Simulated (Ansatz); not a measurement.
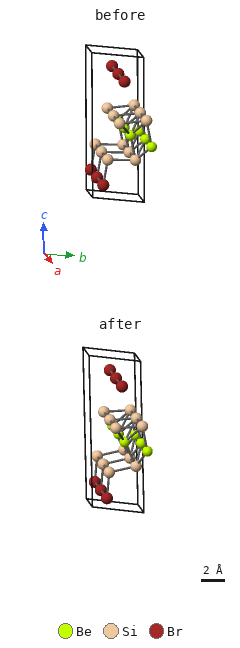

The structure of solid BeSi₂Br (a generated structure, set up in P1) before (top) and after (bottom) a relaxation, at one scale.

The picture is a ball-and-stick view of the cell of the calculation, repeated 3 × 1 × 1 with one cell outlined, seen slightly off an axis.

All numbers below come from Ansatz, DFT PBE, scalar-relativistic, plane waves, PAW. Set-up: plane-wave cutoff 420 eV; k-point mesh 14 × 8 × 4; occupations gaussian; smearing width 0.1 eV; no spin polarisation; cell and atoms relaxed; force threshold 0.01 eV/Å; at most 80 steps.

Q: Summarise the run.

A: The run was cut off at its time limit before the relaxation converged, so the last structure is only a point on the way. After 7 geometry steps the energy has fallen by 23.3 meV per atom. Largest force component: 0.41 eV/Å at the start, 0.42 eV/Å at the end. Pressure: −0.17 GPa at the start and 0.87 GPa at the end. The atom that moves furthest relative to the cell is a Br atom (0.57 Å roughly along [3 3 −1]). Largest moves by element: Br 0.57 Å, Si 0.48 Å, Be 0.38 Å. The drawn cell changes as follows: a 2.718 → 2.612 Å (−3.9 %), b 4.717 → 4.699 Å (−0.4 %), c 13.097 → 13.643 Å (+4.2 %), α 98.4° → 100.3°, β 91.5° → 94.1°, γ 91.0° → 90.2°; the volume changes by −1.0 %. Among the contacts that change: Be–Si 2.547 → 3.521 Å, Be–Si 2.318 → 2.495 Å, Be–Si 2.410 → 2.540 Å, Si–Si 2.425 → 2.537 Å. Among the angles between lasting bonds that change: Si–Si–Br 99.0° → 114.2°, Si–Si–Si 103.0° → 90.5°, Si–Si–Si 77.0° → 89.5°. The space group stays P1 (No. 1). The run took 5.6 min on 1 thread of AMD EPYC 9R45 96-Core Processor (Zen 5) (shared host), peak memory 1 GiB.
